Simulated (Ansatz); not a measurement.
# BSiNH (doublet): wB97M-V, B2PLYP, RPA-PBE over vertical spin and charge gaps and displaced geometries, cc-pVDZ, part 1 of 2

How well do these functionals follow the top wave-function level for BSiNH (doublet) over vertical spin and charge gaps and displaced geometries?

Program: Ansatz 0.2.0, Gaussian basis. Level of theory: cc-pVDZ, all electrons in the functionals, frozen cores in the correlation of double hybrids and RPA. These are calculated values, not measurements.

The runs, in order: wB97M-V, B2PLYP, RPA-PBE, at charge 0, doublet; charge 0, quartet; charge 1, singlet; charge 1, triplet; displaced geometry v1; displaced geometry v2.

17 further runs of the same task are left out: 5 that didn't finish, 12 set aside as unsound or not needed.

### Step 1. What is computed

The geometry is a PBE0/def2-TZVP stationary point (not a proven minimum).

4 atoms, charge 0, spin multiplicity 2.

Atoms are counted from 1 here; the program's logs count them from 0.

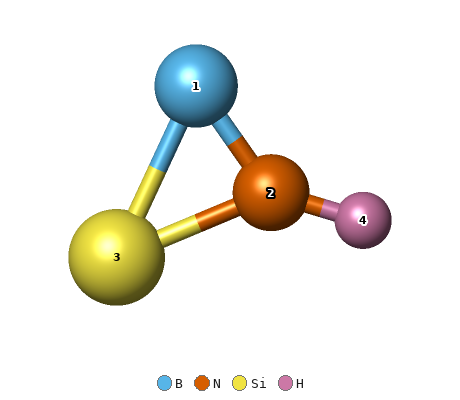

The structure; boron blue, nitrogen orange, silicon yellow, hydrogen pink; atoms are numbered from 1 in the order of the file.

No dispersion term is added; wB97M-V holds VV10 nonlocal correlation.

The geometry shown and the zero of energy belong to the point charge 0, doublet. The yardstick, UCCSDT(Q), and other wave-function levels (R restricted, U unrestricted, valence and pair active spaces) come from earlier runs.

### Step 2. wB97M-V, charge 0, doublet

in.yaml reads:

```yaml
crystal:
  periodic: [false, false, false]
  atoms:
    - {symbol: B, position_ang: [0.000000, -0.897712, 0.910090]}
    - {symbol: N, position_ang: [0.000000, 0.476424, 0.875935]}
    - {symbol: Si, position_ang: [0.000000, 0.061811, -0.840355]}
    - {symbol: H, position_ang: [0.000000, 1.285841, 1.482090]}
basis:
  gaussian: {orbitals: cc-pVDZ}
magnetization: {spin_polarized: true, initial_magnetization: 1}
hamiltonian: {xc: {name: wB97M-V}}
output: {forces: true, orbitals: {seedname: orbitals}}
```

Run with:

```
> ansatz run in.yaml --threads 1 --pin off --events-out ev --progress --plain --max-ram 2393MiB
```

The program printed, cut to the lines that bear on the results:

```text
Functional definition: wB97M-V
  name "wB97M-V"
  cite "Mardirossian & Head-Gordon, J. Chem. Phys. 144, 214110 (2016) doi:10.1063/1.4952647"
  cite "Becke, J. Chem. Phys. 107, 8554 (1997) doi:10.1063/1.475007"
  cite "Vydrov & Van Voorhis, J. Chem. Phys. 133, 244103 (2010) doi:10.1063/1.3521275"
  # Of w^i u^j: cxij and so on, Table III.
[...]
  gx(w, u) = 1 - cx + cx01*u + cx10*w
  gss(w, u) = css00 + css04*u^4 + css10*w + css20*w^2 + css43*w^4*u^3
  gos(w, u) = cos00 + cos10*w + (cos20 + cos21*u)*w^2 + (cos60 + cos61*u)*w^6
[...]
      + integral(e_c_pw_mod_opposite_spin*gos(b97_w_opposite, b97_u_opposite)) + vv10(b, c)
498 factors; integrals over basis functions are off by at most 9.7e-4 eV
159 factors; integrals over basis functions are off by at most 1.4e-5 eV
[...]
mean field -10056.28582451 eV, -369.5616876553 hartree, gradient 6.2e-5 eV, S^2 0.755862; 0 other end points of the search recorded, 0 dependent functions left out
[...]
reference -10056.28585605 eV, -369.5616888143 hartree; 14, 13 occupied and 37, 38 virtual orbitals, 498 factors
Total energy: -10056.28585605 eV, -369.5616888143 hartree
Atom 0 at     0.000000    -0.897712     0.910090 Å, force     0.000000    -0.323391     0.283111 eV/Å
Atom 1 at     0.000000     0.476424     0.875935 Å, force     0.000000     0.110591     0.329324 eV/Å
Atom 2 at     0.000000     0.061811    -0.840355 Å, force     0.000000    -0.008471    -0.835243 eV/Å
Atom 3 at     0.000000     1.285841     1.482090 Å, force     0.000000     0.221270     0.222807 eV/Å
Dipole moment:    -0.000000     0.475379     0.072443 e Å
```

Wall time 12 s (1 thread of AMD EPYC, shared host).

From the report: ⟨S²⟩ of the determinant 0.756 (pure doublet: 0.75).

### Step 3. wB97M-V, charge 0, quartet

in.yaml: that of step 2 with these lines changed.

```diff
@@ -9,3 +9,3 @@
   gaussian: {orbitals: cc-pVDZ}
-magnetization: {spin_polarized: true, initial_magnetization: 1}
+magnetization: {spin_polarized: true, initial_magnetization: 3}
 hamiltonian: {xc: {name: wB97M-V}}
```

Launched as before.

The program printed, cut to the lines that bear on the results:

```text
Functional definition: wB97M-V
  name "wB97M-V"
  cite "Mardirossian & Head-Gordon, J. Chem. Phys. 144, 214110 (2016) doi:10.1063/1.4952647"
  cite "Becke, J. Chem. Phys. 107, 8554 (1997) doi:10.1063/1.475007"
  cite "Vydrov & Van Voorhis, J. Chem. Phys. 133, 244103 (2010) doi:10.1063/1.3521275"
  # Of w^i u^j: cxij and so on, Table III.
[...]
  gx(w, u) = 1 - cx + cx01*u + cx10*w
  gss(w, u) = css00 + css04*u^4 + css10*w + css20*w^2 + css43*w^4*u^3
  gos(w, u) = cos00 + cos10*w + (cos20 + cos21*u)*w^2 + (cos60 + cos61*u)*w^6
[...]
      + integral(e_c_pw_mod_opposite_spin*gos(b97_w_opposite, b97_u_opposite)) + vv10(b, c)
498 factors; integrals over basis functions are off by at most 9.7e-4 eV
159 factors; integrals over basis functions are off by at most 1.4e-5 eV
[...]
mean field -10053.78510669 eV, -369.4697879707 hartree, gradient 2.4e-5 eV, S^2 3.755349; 0 other end points of the search recorded, 0 dependent functions left out
[...]
reference -10053.78513742 eV, -369.4697890999 hartree; 15, 12 occupied and 36, 39 virtual orbitals, 498 factors
Total energy: -10053.78513742 eV, -369.4697890999 hartree
Atom 0 at     0.000000    -0.897712     0.910090 Å, force     0.000000     0.200966     0.622849 eV/Å
Atom 1 at     0.000000     0.476424     0.875935 Å, force     0.000000     0.276694     1.088796 eV/Å
Atom 2 at     0.000000     0.061811    -0.840355 Å, force     0.000000    -0.330149    -2.226579 eV/Å
Atom 3 at     0.000000     1.285841     1.482090 Å, force     0.000000    -0.147510     0.514934 eV/Å
Dipole moment:    -0.000000     0.316826     0.248509 e Å
```

Run time: 11 s. Hardware: 1 thread of AMD EPYC, shared host.

From the report: ⟨S²⟩ of the determinant 3.755 (pure quartet: 3.75).

From charge 0, doublet: +241.3 kJ/mol.

### Step 4. wB97M-V, charge 1, singlet

in.yaml: that of step 3 with these lines changed.

```diff
@@ -9,3 +9,4 @@
   gaussian: {orbitals: cc-pVDZ}
-magnetization: {spin_polarized: true, initial_magnetization: 3}
+total_charge: 1
+magnetization: {spin_polarized: true, initial_magnetization: 0}
 hamiltonian: {xc: {name: wB97M-V}}
```

Same command.

The program printed, cut to the lines that bear on the results:

```text
Functional definition: wB97M-V
  name "wB97M-V"
  cite "Mardirossian & Head-Gordon, J. Chem. Phys. 144, 214110 (2016) doi:10.1063/1.4952647"
  cite "Becke, J. Chem. Phys. 107, 8554 (1997) doi:10.1063/1.475007"
  cite "Vydrov & Van Voorhis, J. Chem. Phys. 133, 244103 (2010) doi:10.1063/1.3521275"
  # Of w^i u^j: cxij and so on, Table III.
[...]
  gx(w, u) = 1 - cx + cx01*u + cx10*w
  gss(w, u) = css00 + css04*u^4 + css10*w + css20*w^2 + css43*w^4*u^3
  gos(w, u) = cos00 + cos10*w + (cos20 + cos21*u)*w^2 + (cos60 + cos61*u)*w^6
[...]
      + integral(e_c_pw_mod_opposite_spin*gos(b97_w_opposite, b97_u_opposite)) + vv10(b, c)
498 factors; integrals over basis functions are off by at most 9.7e-4 eV
159 factors; integrals over basis functions are off by at most 1.4e-5 eV
[...]
mean field -10048.72038621 eV, -369.2836629257 hartree, gradient 2.8e-5 eV, S^2 0.000000; 1 other end points of the search recorded, 0 dependent functions left out
[...]
reference -10048.72041955 eV, -369.2836641510 hartree; 13, 13 occupied and 38, 38 virtual orbitals, 498 factors
Total energy: -10048.72041955 eV, -369.2836641510 hartree
Atom 0 at     0.000000    -0.897712     0.910090 Å, force     0.000000     1.950536     0.348524 eV/Å
Atom 1 at     0.000000     0.476424     0.875935 Å, force    -0.000000    -2.570775     2.097276 eV/Å
Atom 2 at     0.000000     0.061811    -0.840355 Å, force     0.000000    -0.150127    -2.655032 eV/Å
Atom 3 at     0.000000     1.285841     1.482090 Å, force     0.000000     0.770366     0.209232 eV/Å
Dipole moment:    -0.000000     0.175008     0.296302 e Å
```

Run time: 13 s. Hardware: 1 thread of AMD EPYC, shared host.

From the report: ⟨S²⟩ of the determinant 0.000 (pure singlet: 0.00).

From charge 0, doublet: +730.0 kJ/mol.

### Step 5. wB97M-V, charge 1, triplet

in.yaml: that of step 4 with these lines changed.

```diff
@@ -10,4 +10,4 @@
 total_charge: 1
-magnetization: {spin_polarized: true, initial_magnetization: 0}
+magnetization: {spin_polarized: true, initial_magnetization: 2}
 hamiltonian: {xc: {name: wB97M-V}}
-output: {forces: true, orbitals: {seedname: orbitals}}
+output: {orbitals: {seedname: orbitals}}
```

Launched as before.

The program printed, cut to the lines that bear on the results:

```text
Functional definition: wB97M-V
  name "wB97M-V"
  cite "Mardirossian & Head-Gordon, J. Chem. Phys. 144, 214110 (2016) doi:10.1063/1.4952647"
  cite "Becke, J. Chem. Phys. 107, 8554 (1997) doi:10.1063/1.475007"
  cite "Vydrov & Van Voorhis, J. Chem. Phys. 133, 244103 (2010) doi:10.1063/1.3521275"
  # Of w^i u^j: cxij and so on, Table III.
[...]
  gx(w, u) = 1 - cx + cx01*u + cx10*w
  gss(w, u) = css00 + css04*u^4 + css10*w + css20*w^2 + css43*w^4*u^3
  gos(w, u) = cos00 + cos10*w + (cos20 + cos21*u)*w^2 + (cos60 + cos61*u)*w^6
[...]
      + integral(e_c_pw_mod_opposite_spin*gos(b97_w_opposite, b97_u_opposite)) + vv10(b, c)
498 factors; integrals over basis functions are off by at most 9.7e-4 eV
159 factors; integrals over basis functions are off by at most 1.4e-5 eV
[...]
mean field -10047.61658834 eV, -369.2430991024 hartree, gradient 8.5e-5 eV, S^2 2.008937; 0 other end points of the search recorded, 0 dependent functions left out
reference -10047.61662123 eV, -369.2431003110 hartree; 14, 12 occupied and 37, 39 virtual orbitals, 498 factors
Total energy: -10047.61662123 eV, -369.2431003110 hartree
```

Run time: 11 s. Hardware: 1 thread of AMD EPYC, shared host.

From the report: ⟨S²⟩ of the determinant 2.009 (pure triplet: 2.00).

From charge 0, doublet: +836.5 kJ/mol.

### Step 6. wB97M-V, displaced geometry v1

in.yaml reads:

```yaml
crystal:
  periodic: [false, false, false]
  atoms:
    - {symbol: B, position_ang: [-0.023296, -0.915639, 0.941446]}
    - {symbol: N, position_ang: [-0.024130, 0.442354, 0.896138]}
    - {symbol: Si, position_ang: [0.023834, 0.087051, -0.862766]}
    - {symbol: H, position_ang: [-0.078942, 1.248267, 1.489482]}
basis:
  gaussian: {orbitals: cc-pVDZ}
magnetization: {spin_polarized: true, initial_magnetization: 1}
hamiltonian: {xc: {name: wB97M-V}}
output: {orbitals: {seedname: orbitals}}
```

Same command.

The program printed, cut to the lines that bear on the results:

```text
Functional definition: wB97M-V
  name "wB97M-V"
  cite "Mardirossian & Head-Gordon, J. Chem. Phys. 144, 214110 (2016) doi:10.1063/1.4952647"
  cite "Becke, J. Chem. Phys. 107, 8554 (1997) doi:10.1063/1.475007"
  cite "Vydrov & Van Voorhis, J. Chem. Phys. 133, 244103 (2010) doi:10.1063/1.3521275"
  # Of w^i u^j: cxij and so on, Table III.
[...]
  gx(w, u) = 1 - cx + cx01*u + cx10*w
  gss(w, u) = css00 + css04*u^4 + css10*w + css20*w^2 + css43*w^4*u^3
  gos(w, u) = cos00 + cos10*w + (cos20 + cos21*u)*w^2 + (cos60 + cos61*u)*w^6
[...]
      + integral(e_c_pw_mod_opposite_spin*gos(b97_w_opposite, b97_u_opposite)) + vv10(b, c)
498 factors; integrals over basis functions are off by at most 8.6e-4 eV
159 factors; integrals over basis functions are off by at most 9.8e-6 eV
[...]
mean field -10056.27764707 eV, -369.5613871399 hartree, gradient 6.2e-5 eV, S^2 0.758317; 2 other end points of the search recorded, 0 dependent functions left out
reference -10056.27767860 eV, -369.5613882988 hartree; 14, 13 occupied and 37, 38 virtual orbitals, 498 factors
Total energy: -10056.27767860 eV, -369.5613882988 hartree
```

Run time: 13 s. Hardware: 1 thread of AMD EPYC, shared host.

From the report: ⟨S²⟩ of the determinant 0.758 (pure doublet: 0.75).

From charge 0, doublet: +0.8 kJ/mol.

### Step 7. wB97M-V, displaced geometry v2

in.yaml reads:

```yaml
crystal:
  periodic: [false, false, false]
  atoms:
    - {symbol: B, position_ang: [0.088909, -0.885876, 0.904895]}
    - {symbol: N, position_ang: [-0.075965, 0.496634, 0.882334]}
    - {symbol: Si, position_ang: [0.000655, 0.049597, -0.842136]}
    - {symbol: H, position_ang: [0.083764, 1.218358, 1.498523]}
basis:
  gaussian: {orbitals: cc-pVDZ}
magnetization: {spin_polarized: true, initial_magnetization: 1}
hamiltonian: {xc: {name: wB97M-V}}
output: {forces: true, orbitals: {seedname: orbitals}}
```

The command is unchanged.

The program printed, cut to the lines that bear on the results:

```text
Functional definition: wB97M-V
  name "wB97M-V"
  cite "Mardirossian & Head-Gordon, J. Chem. Phys. 144, 214110 (2016) doi:10.1063/1.4952647"
  cite "Becke, J. Chem. Phys. 107, 8554 (1997) doi:10.1063/1.475007"
  cite "Vydrov & Van Voorhis, J. Chem. Phys. 133, 244103 (2010) doi:10.1063/1.3521275"
  # Of w^i u^j: cxij and so on, Table III.
[...]
  gx(w, u) = 1 - cx + cx01*u + cx10*w
  gss(w, u) = css00 + css04*u^4 + css10*w + css20*w^2 + css43*w^4*u^3
  gos(w, u) = cos00 + cos10*w + (cos20 + cos21*u)*w^2 + (cos60 + cos61*u)*w^6
[...]
      + integral(e_c_pw_mod_opposite_spin*gos(b97_w_opposite, b97_u_opposite)) + vv10(b, c)
498 factors; integrals over basis functions are off by at most 7.5e-4 eV
159 factors; integrals over basis functions are off by at most 5.2e-6 eV
[...]
mean field -10056.15417975 eV, -369.5568497995 hartree, gradient 4.7e-5 eV, S^2 0.755692; 0 other end points of the search recorded, 0 dependent functions left out
[...]
reference -10056.15421132 eV, -369.5568509599 hartree; 14, 13 occupied and 37, 38 virtual orbitals, 498 factors
Total energy: -10056.15421132 eV, -369.5568509599 hartree
Atom 0 at     0.088909    -0.885876     0.904895 Å, force    -0.209454     0.209577     0.354162 eV/Å
Atom 1 at    -0.075965     0.496634     0.882334 Å, force     0.238887    -2.800308    -1.559208 eV/Å
Atom 2 at     0.000655     0.049597    -0.842136 Å, force    -0.138913     0.212771    -0.618610 eV/Å
Atom 3 at     0.083764     1.218358     1.498523 Å, force     0.109479     2.377960     1.823656 eV/Å
Dipole moment:     0.025988     0.432997     0.061842 e Å
```

It took 14 s on 1 thread of AMD EPYC, shared host.

From the report: ⟨S²⟩ of the determinant 0.756 (pure doublet: 0.75).

From charge 0, doublet: +12.7 kJ/mol.

### Step 8. B2PLYP, charge 0, doublet

in.yaml reads:

```yaml
crystal:
  periodic: [false, false, false]
  atoms:
    - {symbol: B, position_ang: [0.000000, -0.897712, 0.910090]}
    - {symbol: N, position_ang: [0.000000, 0.476424, 0.875935]}
    - {symbol: Si, position_ang: [0.000000, 0.061811, -0.840355]}
    - {symbol: H, position_ang: [0.000000, 1.285841, 1.482090]}
basis:
  gaussian: {orbitals: cc-pVDZ}
magnetization: {spin_polarized: true, initial_magnetization: 1}
hamiltonian: {xc: {name: B2PLYP}}
correlation: {electrons: outside_noble_gas}
```

The command is unchanged.

The program printed, cut to the lines that bear on the results:

```text
Functional definition: B2PLYP
  name "B2PLYP"
  cite "Grimme, J. Chem. Phys. 124, 034108 (2006) doi:10.1063/1.2148954"
  cite "Becke, Phys. Rev. A 38, 3098 (1988) doi:10.1103/PhysRevA.38.3098"
  cite "Lee, Yang & Parr, Phys. Rev. B 37, 785 (1988) doi:10.1103/PhysRevB.37.785"
[...]
498 factors; integrals over basis functions are off by at most 9.7e-4 eV
[...]
mean field -10048.99896331 eV, -369.2939004453 hartree, gradient 3.7e-6 eV, S^2 0.765655; 2 other end points of the search recorded, 0 dependent functions left out
7 core orbitals not correlated: weight in the atoms' cores, before any rotation towards them, 1.000 or more for the frozen orbitals, at most 0.000 for the correlated occupied ones
reference -10048.99908382 eV, -369.2939048741 hartree; 7, 6 occupied and 37, 38 virtual orbitals, 498 factors
second order -10.38819391 eV of doubles, -0.00000000 eV of singles
Total energy: -10051.80389617 eV, -369.3969798270 hartree
```

Run time: 6 s. Hardware: 1 thread of AMD EPYC, shared host.

From the report: ⟨S²⟩ of the determinant 0.766 (pure doublet: 0.75).

### Step 9. B2PLYP, charge 0, quartet

in.yaml: that of step 8 with these lines changed.

```diff
@@ -9,3 +9,3 @@
   gaussian: {orbitals: cc-pVDZ}
-magnetization: {spin_polarized: true, initial_magnetization: 1}
+magnetization: {spin_polarized: true, initial_magnetization: 3}
 hamiltonian: {xc: {name: B2PLYP}}
```

Same command.

The program printed, cut to the lines that bear on the results:

```text
Functional definition: B2PLYP
  name "B2PLYP"
  cite "Grimme, J. Chem. Phys. 124, 034108 (2006) doi:10.1063/1.2148954"
  cite "Becke, Phys. Rev. A 38, 3098 (1988) doi:10.1103/PhysRevA.38.3098"
  cite "Lee, Yang & Parr, Phys. Rev. B 37, 785 (1988) doi:10.1103/PhysRevB.37.785"
[...]
498 factors; integrals over basis functions are off by at most 9.7e-4 eV
[...]
mean field -10046.83365502 eV, -369.2143268336 hartree, gradient 4.7e-6 eV, S^2 3.762570; 2 other end points of the search recorded, 0 dependent functions left out
7 core orbitals not correlated: weight in the atoms' cores, before any rotation towards them, 1.000 or more for the frozen orbitals, at most 0.000 for the correlated occupied ones
reference -10046.83377398 eV, -369.2143312052 hartree; 8, 5 occupied and 36, 39 virtual orbitals, 498 factors
second order -9.97690710 eV of doubles, -0.00000000 eV of singles
Total energy: -10049.52753890 eV, -369.3133252400 hartree
```

It took 4.3 s on 1 thread of AMD EPYC, shared host.

From the report: ⟨S²⟩ of the determinant 3.763 (pure quartet: 3.75).

From charge 0, doublet: +219.6 kJ/mol.

### Step 10. B2PLYP, charge 1, singlet

in.yaml: that of step 9 with these lines changed.

```diff
@@ -9,3 +9,4 @@
   gaussian: {orbitals: cc-pVDZ}
-magnetization: {spin_polarized: true, initial_magnetization: 3}
+total_charge: 1
+magnetization: {spin_polarized: true, initial_magnetization: 0}
 hamiltonian: {xc: {name: B2PLYP}}
```

Same command.

The program printed, cut to the lines that bear on the results:

```text
Functional definition: B2PLYP
  name "B2PLYP"
  cite "Grimme, J. Chem. Phys. 124, 034108 (2006) doi:10.1063/1.2148954"
  cite "Becke, Phys. Rev. A 38, 3098 (1988) doi:10.1103/PhysRevA.38.3098"
  cite "Lee, Yang & Parr, Phys. Rev. B 37, 785 (1988) doi:10.1103/PhysRevB.37.785"
[...]
498 factors; integrals over basis functions are off by at most 9.7e-4 eV
[...]
mean field -10041.43470956 eV, -369.0159192473 hartree, gradient 1.4e-6 eV, S^2 0.404963; 5 other end points of the search recorded, 0 dependent functions left out
7 core orbitals not correlated: weight in the atoms' cores, before any rotation towards them, 1.000 or more for the frozen orbitals, at most 0.000 for the correlated occupied ones
reference -10041.43482869 eV, -369.0159236254 hartree; 6, 6 occupied and 38, 38 virtual orbitals, 498 factors
second order -9.74110059 eV of doubles, -0.00000000 eV of singles
Total energy: -10044.06492585 eV, -369.1125779133 hartree
```

Wall time 11 s (1 thread of AMD EPYC, shared host).

From the report: ⟨S²⟩ of the determinant 0.405 (pure singlet: 0.00).

From charge 0, doublet: +746.7 kJ/mol.

### Step 11. B2PLYP, charge 1, triplet

in.yaml: that of step 10 with these lines changed.

```diff
@@ -10,3 +10,3 @@
 total_charge: 1
-magnetization: {spin_polarized: true, initial_magnetization: 0}
+magnetization: {spin_polarized: true, initial_magnetization: 2}
 hamiltonian: {xc: {name: B2PLYP}}
```

The command is unchanged.

The program printed, cut to the lines that bear on the results:

```text
Functional definition: B2PLYP
  name "B2PLYP"
  cite "Grimme, J. Chem. Phys. 124, 034108 (2006) doi:10.1063/1.2148954"
  cite "Becke, Phys. Rev. A 38, 3098 (1988) doi:10.1103/PhysRevA.38.3098"
  cite "Lee, Yang & Parr, Phys. Rev. B 37, 785 (1988) doi:10.1103/PhysRevB.37.785"
[...]
498 factors; integrals over basis functions are off by at most 9.7e-4 eV
[...]
mean field -10040.71335640 eV, -368.9894100076 hartree, gradient 1.7e-6 eV, S^2 2.020369; 1 other end points of the search recorded, 0 dependent functions left out
7 core orbitals not correlated: weight in the atoms' cores, before any rotation towards them, 1.000 or more for the frozen orbitals, at most 0.000 for the correlated occupied ones
reference -10040.71347718 eV, -368.9894144464 hartree; 7, 5 occupied and 37, 39 virtual orbitals, 498 factors
second order -9.44817839 eV of doubles, -0.00000000 eV of singles
Total energy: -10043.26448535 eV, -369.0831622674 hartree
```

It took 6 s on 1 thread of AMD EPYC, shared host.

From the report: ⟨S²⟩ of the determinant 2.020 (pure triplet: 2.00).

From charge 0, doublet: +823.9 kJ/mol.

### Step 12. B2PLYP, displaced geometry v1

in.yaml reads:

```yaml
crystal:
  periodic: [false, false, false]
  atoms:
    - {symbol: B, position_ang: [-0.023296, -0.915639, 0.941446]}
    - {symbol: N, position_ang: [-0.024130, 0.442354, 0.896138]}
    - {symbol: Si, position_ang: [0.023834, 0.087051, -0.862766]}
    - {symbol: H, position_ang: [-0.078942, 1.248267, 1.489482]}
basis:
  gaussian: {orbitals: cc-pVDZ}
magnetization: {spin_polarized: true, initial_magnetization: 1}
hamiltonian: {xc: {name: B2PLYP}}
correlation: {electrons: outside_noble_gas}
```

Launched as before.

The program printed, cut to the lines that bear on the results:

```text
Functional definition: B2PLYP
  name "B2PLYP"
  cite "Grimme, J. Chem. Phys. 124, 034108 (2006) doi:10.1063/1.2148954"
  cite "Becke, Phys. Rev. A 38, 3098 (1988) doi:10.1103/PhysRevA.38.3098"
  cite "Lee, Yang & Parr, Phys. Rev. B 37, 785 (1988) doi:10.1103/PhysRevB.37.785"
[...]
498 factors; integrals over basis functions are off by at most 8.6e-4 eV
[...]
mean field -10048.99288796 eV, -369.2936771806 hartree, gradient 7.5e-6 eV, S^2 0.774581; 2 other end points of the search recorded, 0 dependent functions left out
7 core orbitals not correlated: weight in the atoms' cores, before any rotation towards them, 1.000 or more for the frozen orbitals, at most 0.000 for the correlated occupied ones
reference -10048.99300994 eV, -369.2936816633 hartree; 7, 6 occupied and 37, 38 virtual orbitals, 498 factors
second order -10.39168504 eV of doubles, -0.00000000 eV of singles
Total energy: -10051.79876490 eV, -369.3967912563 hartree
```

Wall time 5.5 s (1 thread of AMD EPYC, shared host).

From the report: ⟨S²⟩ of the determinant 0.775 (pure doublet: 0.75).

From charge 0, doublet: +0.5 kJ/mol.

(Continued in part 2 of 2.)
